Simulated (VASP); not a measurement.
Band structure of SnO$_{2}$ (space group Pnnm). All values below come from PBEsol GGA, VASP's PBE PAW potentials (set 64) (plane waves; VASP 6.6.1).

The path is coarsely sampled, so an indirect gap can come out somewhat too large. Unless said otherwise, spin-orbit coupling is left out, though it shifts the bands of the heavy elements here.

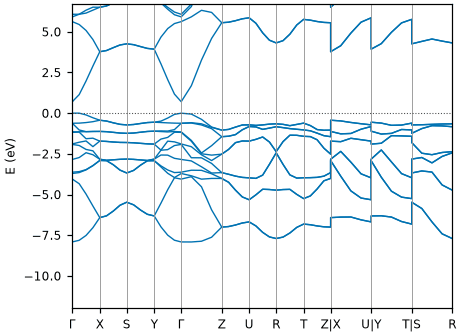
*Bands along high-symmetry lines, zero at the valence-band maximum or, without a gap, the Fermi level*

Question: Read the plot: is there a gap, and where are the band edges?

Answer: The gap is indirect, 0.70 eV, from the valence maximum at Γ-X at 0.25 to the conduction minimum at Γ.

The structure comes from a computed database's SnO2 entry (Pnnm); how it stands against other phases isn't given here. The cell was not relaxed at this level.
